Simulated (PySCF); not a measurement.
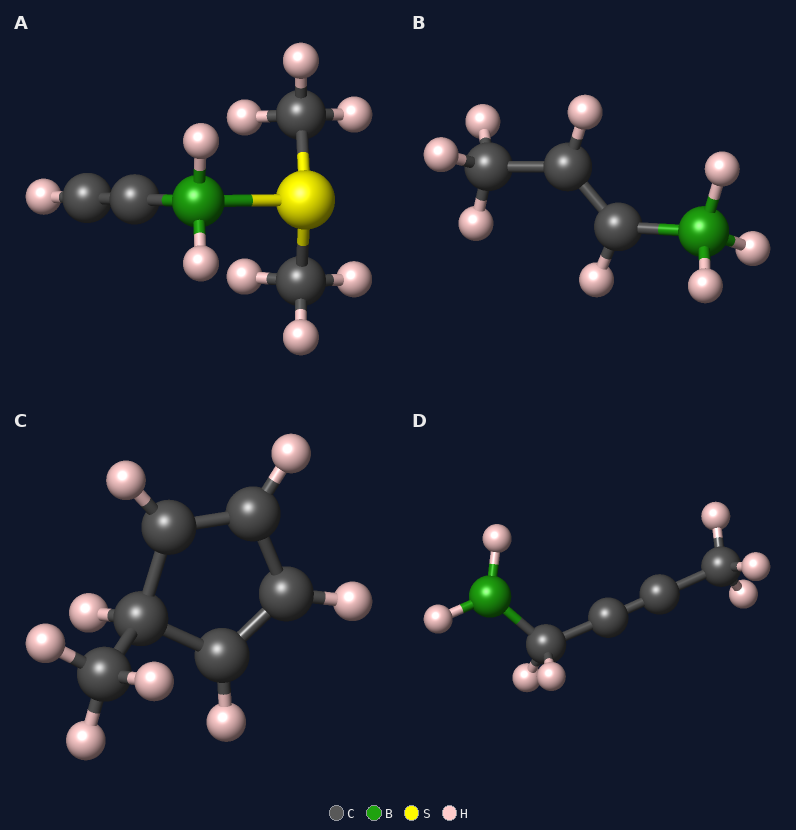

Figure made from data computed with PySCF.

Which panel belongs to which SMILES?
(1) [BH3-]/C=C/C
(2) C#C[BH2-][S+](C)C
(3) BCC#CC
(4) CC1C=CC=C1

Answer. A is (2), B is (1), C is (4), D is (3).
